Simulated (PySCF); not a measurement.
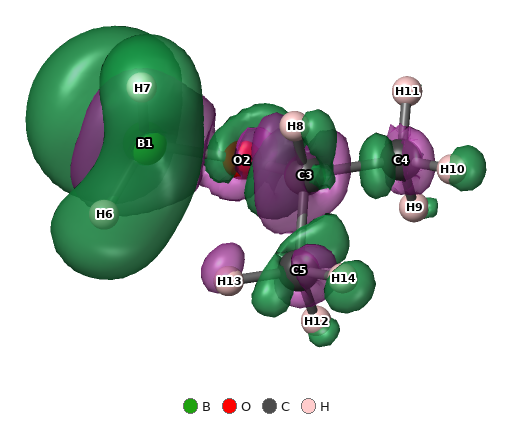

Figure 1: C3H9BO, charge −1, doublet, SMILES `[BH2-]OC(C)C`. Fukui function f⁻ = ρ(N) − ρ(N−1) at fixed geometry, surfaces at ±0.015 e/Å³ (green positive, purple negative).

PySCF calculation, B3LYP/6-311+G**, gas phase; geometry: GFN2-xTB. The highest occupied Kohn–Sham orbital has positive energy, a self-interaction fault of such functionals for anions. No frequency check shows the geometry to be a minimum. GFN2-xTB doesn't know the spin state, so this open-shell geometry is rough.

Question: On which atoms does the density change most on removal of an electron?

Answer: f⁻ (Hirshfeld-condensed) is largest on B1 (0.52); the vertical detachment energy is 0.73 eV (to the singlet neutral species, which needn't be its lowest state). Condensed values hint at sites of electrophilic attack but needn't mark the atom that reacts. Orbital relaxation makes it negative in places (0.25 e in all).

```tsv
atom	f⁻	charge
B1	+0.52	−0.26
O2	+0.05	−0.27
C3	+0.02	+0.03
C4	+0.02	−0.13
C5	+0.02	−0.14
H6	+0.12	−0.17
H7	+0.11	−0.17
H8	+0.02	0.00
H9	+0.02	+0.02
H10	+0.03	+0.01
H11	+0.01	+0.02
H12	+0.02	+0.02
H13	+0.01	+0.02
H14	+0.03	+0.01
```
